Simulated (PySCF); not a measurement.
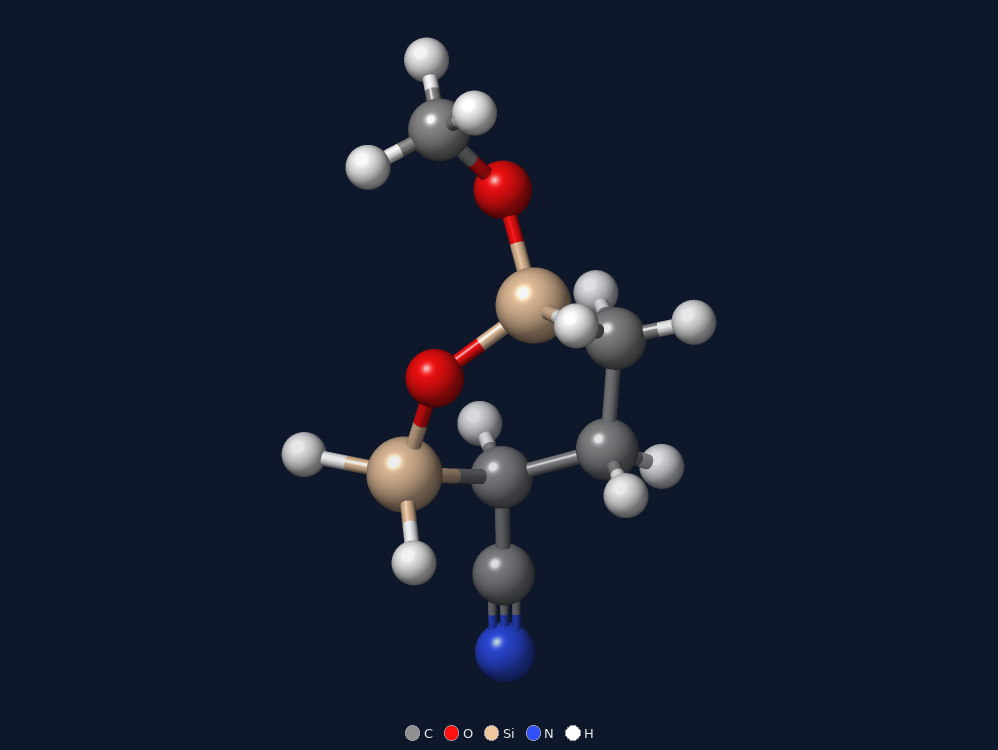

The computed structure is the end point of a GFN2-xTB optimisation. No frequency run is at hand to confirm it as a minimum. Level of theory: PBE0/pcSseg-1, gas phase (PySCF 2.14.0).

Give the HOMO energy (Kohn–Sham orbital) at this level.

−8.18 eV.

Give the HOMO–LUMO gap at this level.

8.24 eV.

Give the dipole moment at this level.

4.59 D.

The geometry is semi-empirical. Around Si such bond lengths and angles can be off by a tenth of an ångström or more and by several degrees, and values that hang on the shape move with them.
